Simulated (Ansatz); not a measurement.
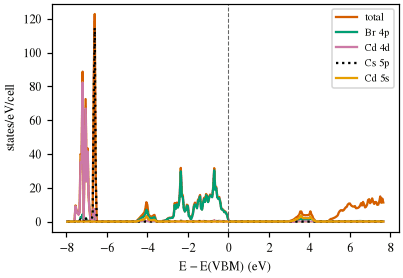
*Total and projected density of states of CsCdBr₃ in space group P6_3/mmc (No. 194; Cs on 2d, Cd on 2a, Br on 6h), LDA in the plane-wave PAW code Ansatz*

Problem. Which orbitals carry the states next to the gap?

Solution. Top 1 eV of the valence band: Br 4p 96 %. Bottom 1 eV of the conduction band: Cd 5s 54 %, Br 4p 27 %, outside the projected shells 10 %. Projections are on Löwdin-orthogonalised atomic valence shells; empty p or d shells of many metals are not among them.

Problem. Where is the tallest occupied peak in this window, and what makes it?

Solution. Near -6.6 eV, about 120 states/eV per cell; the largest projected share is Cs 5p.

The first step of the workflow began from a Materials Project structure, measured or hypothetical; the Crystallography Open Database files this formula in space group No. 194, but the cells were not matched. Whether it is the stable phase at ambient conditions was not checked. The LDA relaxation kept the symmetry of its start; phonons on a q-mesh show no instability. Spin–orbit coupling is left out wherever it is not named.

Potentials: the later of the program's two PAW sets.
